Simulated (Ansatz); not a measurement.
# Relaxing h-BP hexagonal flake, H-capped, Sb on P sites (60 atoms), part 3 of 3

Wanted: the relaxed structure of h-BP hexagonal flake, H-capped, Sb on P sites (60 atoms) and its electronic structure.

Ansatz 0.2.0; Kohn-Sham DFT, PBE, PAW (set soft_2), plane waves.

The cell: 15 P, 21 B, 6 Sb and 18 H. The levels lack spin–orbit coupling.

So far. Step 3 (Relaxation): The relaxation changed the energy by -293 meV/atom, and atoms moved by 0.51 Å r.m.s., 1.1 Å at most.

## 5. Single point at the relaxed geometry

The electronic structure is read at the final geometry, in a run of its own.

input.yaml

```yaml
crystal:
  lattice:
    - [27.43635, 0.0, 0.0]
    - [0.0, 25.29951, 0.0]
    - [0.0, 0.0, 10.0]
  atoms:
    - { symbol: P, position: [0.25177, 0.44567, 0.47322] }
    - { symbol: B, position: [0.21937, 0.50911, 0.46644] }
    - { symbol: P, position: [0.25898, 0.56677, 0.44298] }
    - { symbol: B, position: [0.31385, 0.29829, 0.50705] }
    [... 50 atom lines left out ...]
    - { symbol: H, position: [0.71432, 0.69029, 0.43185] }
    - { symbol: H, position: [0.54289, 0.81432, 0.45285] }
    - { symbol: H, position: [0.66078, 0.79272, 0.43723] }
    - { symbol: H, position: [0.75867, 0.39393, 0.50136] }
    - { symbol: H, position: [0.76308, 0.60227, 0.52525] }
    - { symbol: H, position: [0.81917, 0.49602, 0.52338] }
magnetization:
  spin_polarized: true
kpoints:
  mp_grid: { grid: [1, 1, 1] }
hamiltonian:
  xc: pbe
scf:
  occupations: { method: fermi_dirac, width: 0.05 }
  lower_state_search: "off"
output:
  forces: true
  populations: true
  dos:
    method: { smearing: { sigma: 0.08 } }
    de: 0.1
    projected:
      site_lists:
        B: [B]
        H: [H]
        P: [P]
        Sb: [Sb]
        sheet: [0, 1, 2, 3, 4, 5, 6, 7, 8, 9, 10, 11, 12, 13, 14, 15, 16, 17, 18, 19, 20, 21, 22, 23, 24, 25, 26, 27, 28, 29, 30, 31, 32, 33, 34, 35, 36, 37, 38, 39, 40, 41]
        hydrogen: [42, 43, 44, 45, 46, 47, 48, 49, 50, 51, 52, 53, 54, 55, 56, 57, 58, 59]
  eigenvalues: true
  write_density: true
  write_potential: true
  volumetric_format: npy
```

On the command line:

```console
$ ansatz run input.yaml --threads 4 --pin off --max-ram 8192MiB --backend cpu --events-out ev --progress --plain --runs-dir out
```

Numbers of over 12 decimals in the logs are rounded to 6 here.

What it wrote:

```text
[...]
Crystal: 60 atoms, lattice volume = 6941.262 Å³
Basis set: ecut = 420 eV, 135723 PW (Γ), exchange–correlation on 384×360×144 points (8 copies of the dense FFT grid, shifted against one another)
Bands: 184, of which v1, the nominal top of the filled ones, is band 123 counted from 1 (122 counted from 0)
Symmetry: 1 space group operations
[...]
k-points: 1
[...]
Starting moments: Σ|m| = 1.2 μB on 2 of 60 sites
[...]
SCF iter   1: F=—  HF=-53813.597962 eV  |F-HF|=—  |Δ(HF+E_count)|=         —  Δρ=1.44e-2 (↑1.44e-2 ↓1.44e-2)  dr2=7.49e1  dr2_m=5.52e-1  M=0.000 μB ∫|m|=0.164 μB  β_m=0.30  ethr=3.10e-3  ⟨swp⟩=8.0  Hψ=1912  notcnv=0  defer=63
[...]
SCF iter  18: F=-53790.178457 eV  HF=-53790.178457 eV  |F-HF|=1.46e-11  |Δ(HF+E_count)|=   2.15e-9  Δρ=5.50e-8 (↑4.67e-8 ↓5.50e-8)  dr2=4.31e-10  dr2_m=1.46e-10  M=-0.000 μB ∫|m|=0.000 μB  ethr=1.00e-12  ⟨swp⟩=6.0  Hψ=1822  notcnv=0
[...]
SCF 1 converged in 18 iterations: F = -53790.178457 eV  dr2 = 4.31e-10
[...]
WARN: The output density's exchange-correlation potential varies sharply where the density is thin. Do not read a vacuum level from v_tot or v_xc, or from such a field of the output density. On a cell that repeats whose density bears no net charge and no dipole along the vacuum's axis use v_es (v_loc + v_h of the components); [...]
SCF converged after 18 iterations
Magnetization: -0.0000 μB (123.0000 up, 123.0000 down)
Absolute magnetization: 0.0001 μB (∫|ρ↑−ρ↓|, with the PAW one-centre terms)
[...]
Per-site moments (μB) at R_I (Å): [(1.5862530653814296e-7, 0.582688), (-1.1528775370300195e-7, 0.492796), (1.3391536896418973e-7, 0.581836), (-9.143235517448907e-7, 0.494280), (2.2543526015545352e-7, 0.707041), [...]
Free energy (F): -53790.178457 eV
[...]
Internal energy: -53790.178456 eV  (E = F + TS)
E sigma→0 (E₀):  -53790.178457 eV
Entropy (-TS):   -0.000001 eV (-0.000 meV/atom)
Fermi energy:    -3.264465 eV
[...]
--- Forces (eV/Å), atoms counted from 1 ---
  atom   1  P      0.00803738    -0.00533943     0.00539637
  atom   2  B     -0.00925860     0.00691803    -0.00420488
  atom   3  P     -0.00115508    -0.00768877    -0.00091108
  atom   4  B      0.01519608     0.00036925     0.00394518
  atom   5  Sb    -0.00441360    -0.00172622     0.00165679
  atom   6  B     -0.00025288     0.00626199     0.00147045
  atom   7  Sb    -0.00749062    -0.00446711     0.00047572
  atom   8  B     -0.00192364    -0.00344364    -0.00438908
  atom   9  Sb    -0.00051620    -0.00057317     0.00048623
  atom  10  B     -0.00017964    -0.00545866     0.00242404
  atom  11  P      0.00089208     0.00410326    -0.00014023
  atom  12  B      0.00810733     0.00562637    -0.00122832
  atom  13  P     -0.00425200    -0.00081204     0.00114625
  atom  14  B      0.00212707     0.00104901     0.00432319
[...]
atom  59  H      0.00219501     0.00124644    -0.00083518
  atom  60  H      0.00146229    -0.00033227    -0.00147392
  max |Σ_I F_I| component: 1.22e-6 eV/Å
--- Band table (eV) ---
[...]
--- Löwdin populations: 60 sites ---
  site symbol       q [e]    m [muB]
     0      P      4.4921     0.0000
     1      B      3.4494    -0.0000
     2      P      4.5042     0.0000
[...]
59      H      0.9522    -0.0000
  spilling = 0.010646 (of n_electrons = 246.000000)
```

Run time: 2.4 min. Hardware: 4 threads of Arm Neoverse V2, shared host; peak memory 6.3 GiB.

The program notes that the exchange-correlation potential is rough where the density is thin.

Read from the output:

```yaml
free_energy: -53790.1785 eV
free_energy_per_atom: -896.5030 eV/atom
scf_cycles: 18
r_m_s_force_component: 0.00377 eV/Å
longest_force: 0.0157 eV/Å
fermi_energy: -3.264 eV
spacing_of_highest_filled_and_lowest_empty_level: 1.509 eV
spilling_of_the_projection: 0.01065
```

Löwdin charges by element (they lack the spilled electrons, 0.044 e an atom on average):

| element | coordination | atoms | mean charge (e) | spread | least | most |
| --- | --- | --- | --- | --- | --- | --- |
| B | all | 21 | -0.531 | 0.0628 | -0.640 | -0.449 |
| H | all | 18 | 0.0587 | 0.0509 | -0.0671 | 0.109 |
| P | all | 15 | 0.577 | 0.0585 | 0.496 | 0.640 |
| Sb | all | 6 | 0.675 | 0.0744 | 0.552 | 0.735 |

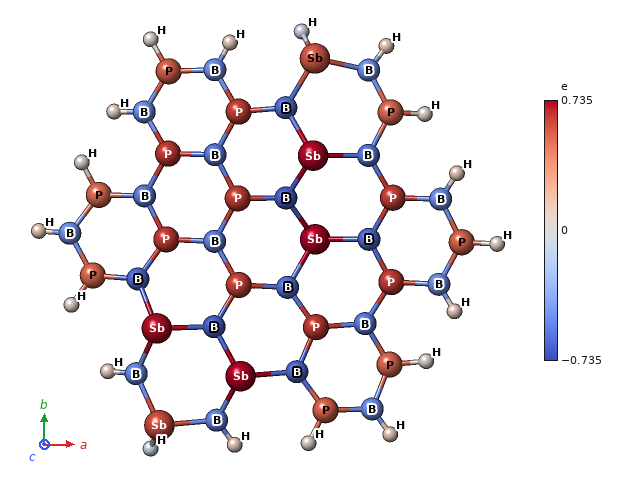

Atoms coloured by Löwdin charge.

By region:

| region | atoms | mean length of the force (eV/Å) |
| --- | --- | --- |
| sheet | 42 | 0.006 |
| hydrogen | 18 | 0.004 |

Density of states as counts of states in windows of 1 eV (from the Fermi level), total and the larger projections:

| from (eV) | to (eV) | total up | total down | sheet | B p | P p | Sb p | H s |
| --- | --- | --- | --- | --- | --- | --- | --- | --- |
| -14 | -13 | 2.5 | 2.5 | 4.7 | 0.4 | 0.1 | 0.0 | 0.2 |
| -13 | -12 | 5.9 | 5.9 | 10.8 | 1.9 | 0.5 | 0.1 | 0.8 |
| -12 | -11 | 6.6 | 6.6 | 12.3 | 3.3 | 0.5 | 0.1 | 0.9 |
| -11 | -10 | 2.8 | 2.8 | 5.3 | 1.1 | 0.3 | 0.1 | 0.3 |
| -10 | -9 | 3.2 | 3.2 | 6.0 | 1.3 | 0.3 | 0.1 | 0.4 |
| -9 | -8 | 4.1 | 4.1 | 7.1 | 0.7 | 3.3 | 0.1 | 0.8 |
| -8 | -7 | 8.0 | 8.0 | 13.3 | 1.7 | 5.4 | 0.9 | 2.3 |
| -7 | -6 | 6.0 | 6.0 | 9.4 | 2.4 | 3.8 | 0.6 | 2.3 |
| -6 | -5 | 6.6 | 6.6 | 10.5 | 4.7 | 3.3 | 0.7 | 2.5 |
| -5 | -4 | 11.0 | 11.0 | 18.7 | 8.6 | 7.3 | 1.6 | 3.1 |
| -4 | -3 | 12.8 | 12.8 | 22.8 | 11.3 | 8.3 | 2.5 | 2.4 |
| -3 | -2 | 11.2 | 11.2 | 21.4 | 9.6 | 7.0 | 4.3 | 0.8 |
| -2 | -1 | 10.1 | 10.1 | 19.8 | 6.6 | 7.7 | 4.8 | 0.2 |
| -1 | 0 | 2.2 | 2.2 | 4.4 | 0.8 | 1.8 | 1.6 | 0.0 |
| 0 | 1 | 2.6 | 2.6 | 5.0 | 4.3 | 0.2 | 0.3 | 0.0 |
| 1 | 2 | 8.2 | 8.2 | 15.1 | 10.9 | 2.5 | 1.0 | 0.2 |
| 2 | 3 | 7.5 | 7.5 | 12.2 | 6.1 | 3.2 | 0.7 | 1.1 |
| 3 | 4 | 16.2 | 16.2 | 17.4 | 5.1 | 3.3 | 3.1 | 3.3 |

The curve was stored every 0.100 eV, coarse against its broadening of 0.08 eV, so these counts are rough.

About 60 of the 246 electrons lie in deeper levels, below the stored range.

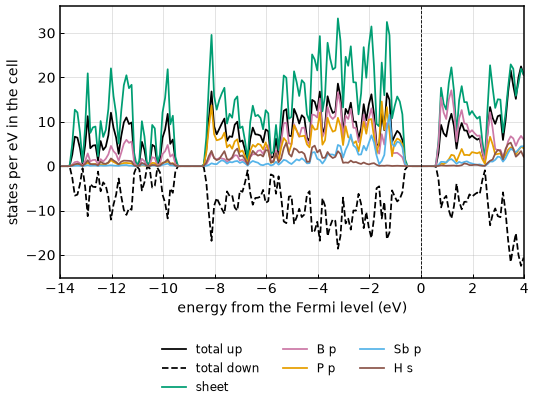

Total and projected density of states, with the broadening of the input. Down spins are drawn downwards.

The levels nearest the highest filled one (over half full), pooled over k-points and spins:

| level less the highest filled one (eV) | occupation |
| --- | --- |
| -0.257 | 1 |
| -0.257 | 1 |
| -0.134 | 1 |
| -0.134 | 1 |
| 0 | 1 |
| 0 | 1 |
| 1.51 | 0 |
| 1.51 | 0 |
| 1.60 | 0 |
| 1.60 | 0 |
| 1.76 | 0 |
| 1.76 | 0 |

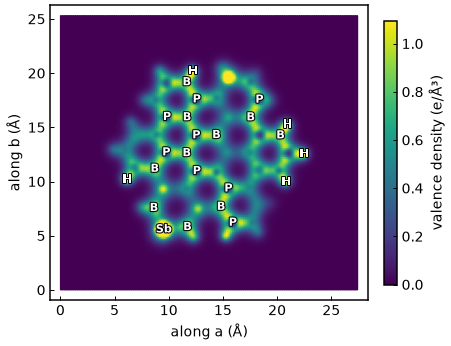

Valence density in the ab plane at fractional z = 0.520, with atoms of B and Sb and P and H within 0.2 Å of it. It is the smooth field of the valence electrons, not physical close to the nuclei.

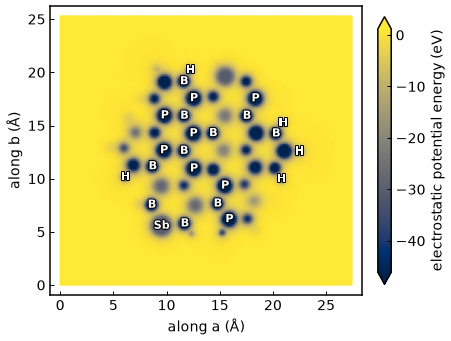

Electrostatic potential energy in the ab plane at fractional z = 0.520, with atoms of B and Sb and P and H within 0.2 Å of it. With pseudopotentials it is smooth inside the atoms' cores, unlike the true potential.

Mean Löwdin charges: B -0.53, H +0.06, P +0.58, Sb +0.67 e (they miss 1.1 % of the electrons, so they add up to more than the cell's charge). The largest share in the top eV of filled states is P p (41 % of the projected weight), and in the lowest eV of empty states B p (77 % of the projected weight).

Local excerpt of 11 atoms (numbers count through the whole input) about Sb9, one of the 6 Sb atoms; x, y, z are measured from there.

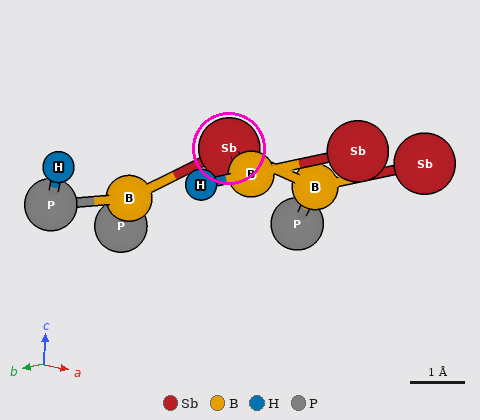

The atoms of the table, within 3.8 Å (arrows a, b, c point along x, y, z); some may hide others; the central atom is ringed.

| atom | x | y | z | distance (Å) | bonds | Löwdin charge (e) |
| --- | --- | --- | --- | --- | --- | --- |
| Sb9 | 0.00 | 0.00 | 0.00 | 0.00 | 3 | 0.72 |
| B4 | -0.90 | -1.76 | -0.91 | 2.18 | 3 | -0.49 |
| B10 | 2.16 | 0.07 | -0.33 | 2.18 | 3 | -0.63 |
| B8 | -0.82 | 1.86 | -0.82 | 2.19 | 3 | -0.60 |
| H46 | -2.03 | -1.68 | -1.31 | 2.94 | 1 | 0.09 |
| P1 | -2.60 | 1.97 | -1.25 | 3.49 | 3 | 0.51 |
| P13 | 0.26 | 3.37 | -0.93 | 3.50 | 3 | 0.64 |
| P11 | 3.07 | 1.65 | -0.63 | 3.54 | 3 | 0.62 |
| H43 | -3.37 | 0.86 | -0.84 | 3.58 | 1 | 0.04 |
| Sb7 | 3.22 | -1.81 | 0.03 | 3.69 | 3 | 0.73 |
| Sb5 | 0.03 | -3.71 | -0.60 | 3.76 | 3 | 0.59 |

The column of bonds counts only the pairs B-H within 1.44 Å, B-P within 2.27 Å, B-Sb within 2.62 Å, H-P within 1.73 Å, H-Sb within 2.12 Å; other neighbours, such as metal atoms beside each other in a compound, aren't counted, and periodic images can show an atom twice.

## 6. Summary of results

| Item | Value |
| --- | --- |
| energy change in the relaxation | -292.8 meV/atom |
| r.m.s. displacement | 0.509 Å |
| largest displacement | 1.101 Å |
| free energy per atom | -896.5030 eV/atom |
| r.m.s. force component | 0.00377 eV/Å |
| gap (highest filled to lowest empty level) | 1.509 eV |
| wall time of the 3 DFT runs | 23 min |

In words: Relaxation lowers the energy by 293 meV/atom and moves atoms by 0.51 Å r.m.s.; the r.m.s. force component goes from 2.2 to 0.0038 eV/Å, and the gap from 1.57 to 1.51 eV. By the final cutoffs no bond was broken or made. From the first step to the last the energy fell by 17.570 eV, and the largest move was 1.10 Å (Sb35). The B-Sb bonds go from 1.855 Å (spread 0.033) to 2.187 Å (spread 0.015). With the cutoffs above, all B atoms have 3, all H atoms have 1, all P atoms have 3 and all Sb atoms have 3 bonded neighbours. Between filled and empty levels lie 1.51 eV (at Γ alone); a semilocal functional tends to put such gaps too low.

Caveats: In the spin-polarised runs the search for a state of lower energy was switched off. The run was spin polarised, started with 2 parallel moments, ending at 0.0 μB in the cell; that starting order needn't be the real material's, and it bears on forces, charges and levels.

[Logs are printed without paths, hosts, clocks, repeated set-up lines and the standing remarks that a program may print on its own settings, such as how far it seeks lower states.]

[Hosts, paths, dates, database ids (printed as entryN), source tags and the programs' standing remarks are cut or masked in the printed files.]
